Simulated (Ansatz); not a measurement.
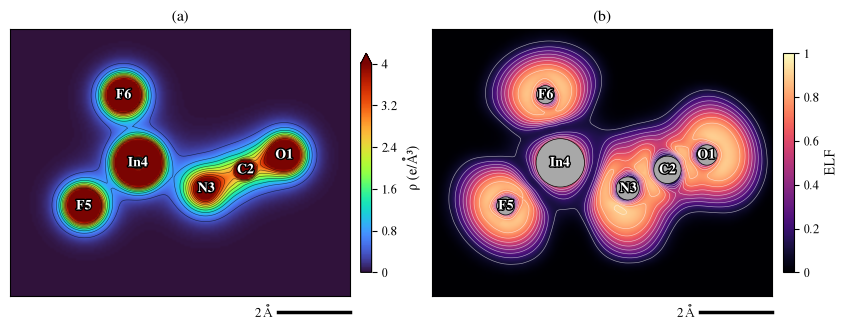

*CF2InNO (SMILES O=C=[N][In]([F])[F]). (a) electron density; (b) electron localisation function on the molecular plane. Grey discs cover the atomic cores in the ELF map.*

Geometry: PBE0-D4/def2-TZVP; core potentials replace the inner electrons of In.

Method: Ansatz 0.2.0, RKS PBE0-D4/def2-TZVPP.

```xyz
6

O     1.0343   -2.1326    1.6615
C     0.7671   -1.4530    0.7573
N     0.5363   -0.8076   -0.2382
In   -0.4461    0.8871   -0.5950
F    -0.5775    1.5977   -2.3721
F    -1.3141    1.9084    0.7864
```

Question: What do the fields say about this system?

Answer: Atoms in the plane: O, C, N, In and F. C–O (1.16 Å): the density is about 3.7 e/Å³ at the midpoint; the ELF peaks at about 0.85 between the atoms: a short, multiple covalent bond. C–N (1.21 Å): ρ at the midpoint is about 3.1 e/Å³; the ELF peaks at about 0.85 between the atoms; a multiple bond. In–F (1.92 Å): ρ is about 0.85 e/Å³ halfway; the ELF peaks at about 0.80 in the valence shell of F, 0.5 Å from its nucleus, and drops to about 0.15 between the two atoms. In–N (1.99 Å): ρ is about 0.81 e/Å³ halfway; the ELF peaks at about 0.85 in the valence shell of N, 0.6 Å from its nucleus, and drops to about 0.15 between the two atoms. The ELF also peaks beside F5, N3, O1 and F6, away from the bonds: lone-pair regions.
